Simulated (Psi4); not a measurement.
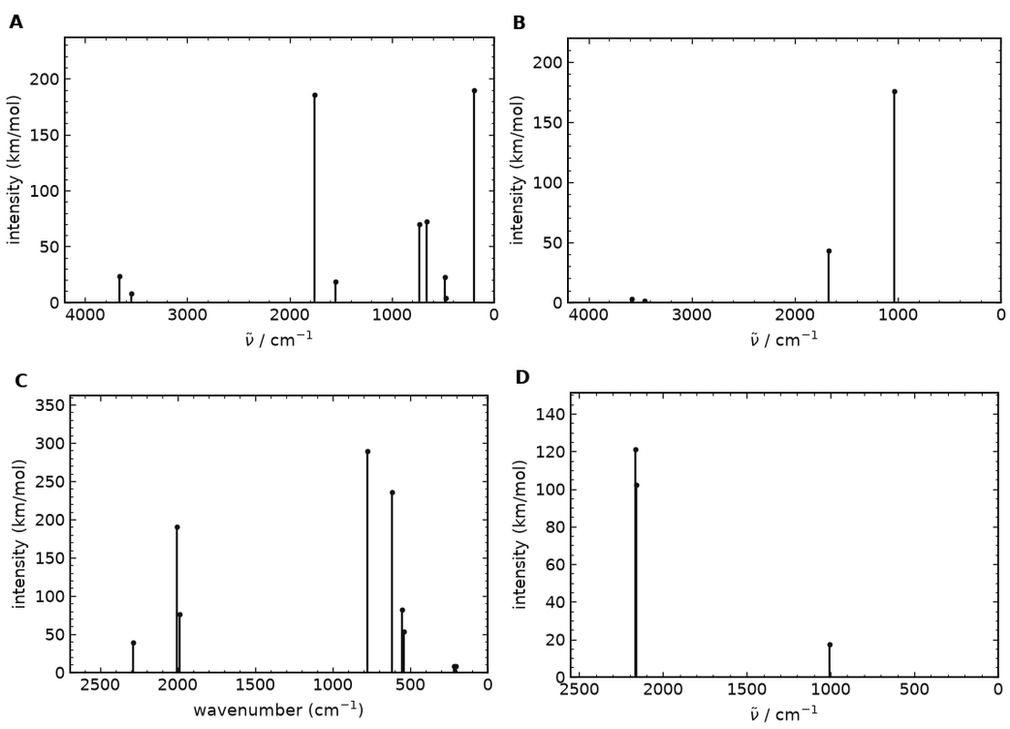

Unscaled harmonic wavenumbers and double-harmonic intensities, B3LYP/def2-TZVP (dispersion D3(BJ)) with Psi4 1.11, at a geometry relaxed at this level, isolated molecule. Modes within 2 cm⁻¹ of each other count as one line, with their intensities summed.

### Pair each panel with its molecule.
1. GaNH₃, SMILES [NH2][GaH], doublet
2. NH₃, SMILES N
3. CH₂AlN, SMILES N#[C][AlH2], singlet
4. AsH₂, SMILES [AsH2], doublet

A: 1 (most intense lines at 195.5, 1757.8 and 662.7 cm⁻¹)
B: 2 (most intense lines at 1032.7 and 1672.0 cm⁻¹)
C: 3 (most intense lines at 777.9, 614.7 and 2002.5 cm⁻¹)
D: 4 (most intense lines at 2166.5, 2156.8 and 1007.3 cm⁻¹)
